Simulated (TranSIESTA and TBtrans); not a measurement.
Junction: Ga chain with one bond stretched by 1.5 Å. Leads: straight Ga chain, spacing 2.55 Å. Geometry: as built, not relaxed.

TranSIESTA and TBtrans, PBE, DZP numerical orbitals (energy shift 0.15 eV), PseudoDojo norm-conserving scalar-relativistic potentials, mesh cutoff 200 Ry, 300 K, no spin polarisation, no spin-orbit coupling; self-consistent non-equilibrium Green functions.

Energies count from the leads' Fermi level. Transmissions are for one spin of a degenerate pair. The energy step is 0.01 eV; narrower resonances are cut or missed.

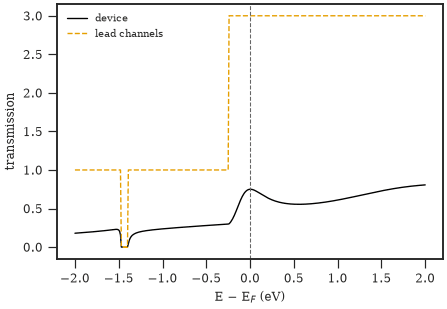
Figure: Transmission against energy

```
E (eV)     T  lead channels
------  ----  -------------
-2.00   0.18              1
-1.80   0.20              1
-1.60   0.22              1
-1.40      0              0
-1.20   0.21              1
-1.00   0.24              1
-0.80   0.25              1
-0.60   0.27              1
-0.40   0.29              1
-0.20   0.36              3
0.00    0.75              3
0.20    0.64              3
0.40    0.57              3
0.60    0.56              3
0.80    0.57              3
1.00    0.61              3
1.20    0.66              3
1.40    0.71              3
1.60    0.75              3
1.80    0.78              3
2.00    0.81              3
```

The straight chain is held at its spacing; free chains may zigzag or dimerise. No spin-polarised start was tried, so a magnetic state, if there is one, is missed.
